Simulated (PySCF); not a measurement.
# FCI/STO-3G run of [S4]2− ([S4]2-)

What is the vertical singlet–triplet gap of [S4]2− ([S4]2-) at FCI/STO-3G? 

The calculation is run with PySCF 2.14.0.

11 further runs of the same task are left out: 2 that didn't finish, 9 set aside as unsound or not needed.

### 1 Starting point

The species is [S4]2− (4 atoms), meant as a singlet with charge -2. The coordinates come from a GFN2-xTB relaxation.

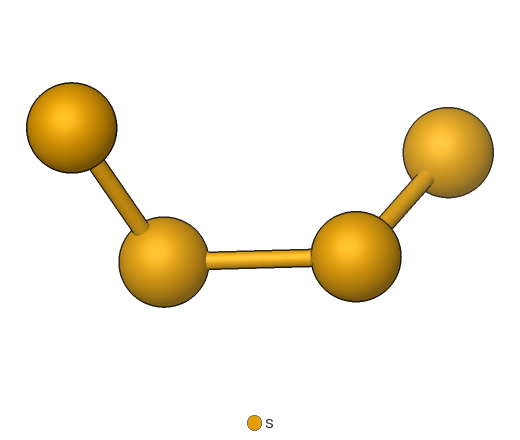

Viewed from a chosen angle; sulfur amber.

### 2 A single-point energy at FCI/STO-3G

File input.py:

```python
from pyscf import gto, scf, mcscf
from pyscf import fci

molecule = gto.Mole()
molecule.atom = '''
S       -1.447470       0.791440       1.641580
S        0.409070       0.724090       0.917360
S        0.447450       0.225710      -1.132780
S        0.590950      -1.741240      -1.426160
'''
molecule.verbose = 3
molecule.basis = 'sto-3g'
molecule.spin = 0
molecule.charge = -2
molecule.max_memory = 1860
molecule.build()

mf = scf.RHF(molecule)
mf.conv_tol = 1e-10
mf.kernel()
if not mf.converged:
    mf = mf.newton().run(mf.mo_coeff, mf.mo_occ)

cas = mcscf.CASCI(mf, mf.mo_coeff.shape[-1] - 20, (molecule.nelec[0] - 20, molecule.nelec[1] - 20))  # full CI above the frozen core
cas.fcisolver = fci.direct_spin0.FCI(molecule)  # even spin states alone
cas.kernel()
print('<S^2> = %.4f' % cas.fcisolver.spin_square(cas.ci, cas.ncas, cas.nelecas)[0])
e_final = cas.e_tot
print('E = %.10f Eh' % e_final)
```

Run with:

```
$ OMP_NUM_THREADS=1 python input.py
```

What it wrote:

```text
converged SCF energy = -1572.17897108076
CASCI E = -1572.25430543622  E(CI) = -82.2059475464312  S^2 = 0.0000000
<S^2> = 0.0000
E = -1572.2543054362 Eh
```

Wall time 4.5 s (1 thread of Intel Xeon Platinum 8375C at 2.90GHz (Ice Lake), shared host); peak memory 0.19 GiB.

### 3 The triplet at the same level

File input.py:

```python
from pyscf import gto, mcscf

mol = gto.M(
    atom='''
S     -1.447470     0.791440     1.641580
S      0.409070     0.724090     0.917360
S      0.447450     0.225710    -1.132780
S      0.590950    -1.741240    -1.426160
''',
    charge=-2,
    verbose=3,
    spin=2,
    basis='sto-3g',
    max_memory=1860,
)

hf = mol.ROHF()
hf.conv_tol = 1e-10
hf.kernel()
if not hf.converged:
    hf = hf.newton().run(hf.mo_coeff, hf.mo_occ)

cas = mcscf.CASCI(hf, hf.mo_coeff.shape[-1] - 20, (mol.nelec[0] - 20, mol.nelec[1] - 20))  # full CI above the frozen core
cas.fix_spin_(ss=2.0)
cas.kernel()
e_final = cas.e_tot
print('Final energy', e_final)
```

Run with:

```
$ OMP_NUM_THREADS=1 python input.py
```

What it wrote:

```text
converged SCF energy = -1572.00612284863
CASCI E = -1572.10320615050  E(CI) = -82.0567517331817  S^2 = 2.0000000
Final energy -1572.1032061504982
```

It took 29 s on 1 thread of Intel Xeon Platinum 8375C at 2.90GHz (Ice Lake), shared host; peak memory 0.17 GiB.

### 4 Outcome

At FCI/STO-3G, 20 core orbitals frozen:

| quantity | value |
| --- | --- |
| singlet: total energy | -1572.25431 Eh |
| singlet: HOMO energy (Hartree–Fock orbitals) | 8.34 eV |
| singlet: LUMO energy (Hartree–Fock orbitals) | 21.19 eV |
| singlet: HOMO–LUMO gap (to an unbound level, set by the basis) | 12.84 eV |
| singlet: correlation energy (20 core orbitals frozen) | -75.3 mEh |
| triplet: total energy | -1572.10321 Eh |
| triplet: correlation energy (20 core orbitals frozen) | -97.1 mEh |
| vertical energy of the triplet above the singlet | 4.112 eV |

What this shows: At this shape the triplet lies 4.11 eV (95 kcal/mol) above the singlet. For an anion a state so high probably lies above electron detachment. In a minimal basis such a difference can be off by several eV, whatever the method. Mulliken charges (singlet) of the mean-field density run from -0.70 on S1 to -0.30 on S2; they depend strongly on the basis. The HOMO (singlet) lies at positive energy, 8.34 eV: the electron is unbound at this level or held by a compact basis; values depend on the basis. The HOMO (triplet) lies at positive energy, 17.85 eV: the electron is unbound at this level or held by a compact basis; values depend on the basis.
